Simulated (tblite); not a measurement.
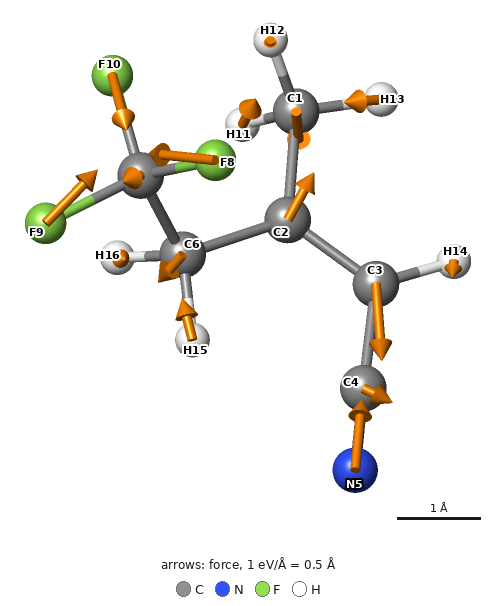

Starting geometry of C₆H₆F₃N with the computed forces as orange arrows. A ball-and-stick model, seen at a tilt.

The calculation used tblite, GFN2-xTB geometry optimisation, gas phase. 

Q: What follows when this structure is relaxed?

A: It isn't relaxed: the largest force vector, on an F atom, is 2.31 eV/Å. The final displacements follow the starting forces only in part (cosine between the two patterns 0.36). An H atom moves most after the best rigid fit: 0.25 Å. Largest moves by element: H 0.25 Å, F 0.19 Å, N 0.17 Å, C 0.15 Å. Among the contacts that change: C–F 1.398 → 1.339 Å, C–C 1.463 → 1.407 Å, C–H 1.127 → 1.093 Å, C–C 1.485 → 1.507 Å. Bond angles that change, for instance: C–C–H 103.9° → 110.3°, C–C–H 121.3° → 115.1°, C–C–C 117.6° → 123.6°. The energy falls by 55.7 kJ/mol in 61 geometry steps.
